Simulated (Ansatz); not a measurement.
```csv
atom,x (Å),y (Å),z (Å)
Br,-3.2974,0.0509,-0.3251
F,-0.8572,1.7185,0.6457
Sb,-1.9056,-0.4025,3.2758
Si,-1.3385,0.1946,0.9273
Si,-3.9741,-0.9688,2.0685
H,-0.4326,-0.6821,0.1382
```

Geometry: PBE0-D3(BJ)/def2-SVP; core potentials replace the inner electrons of Sb.

Level of theory: Ansatz 0.2.0, isolated molecule in a Gaussian basis; Kohn-Sham density functional theory, functional PBE0.

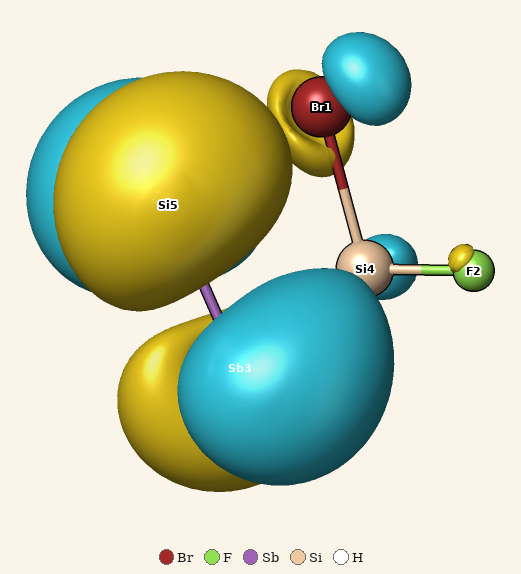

BrFHSbSi₂. One frontier orbital at ±0.06 Å⁻³ᐟ² (yellow and cyan are the two phases), seen at a tilt.

**Which orbital is it: HOMO or LUMO?**

The LUMO, at −2.62 eV. By Hirshfeld shares it lies mainly on Si5 (about 60 %) and Sb3 (about 30 %).
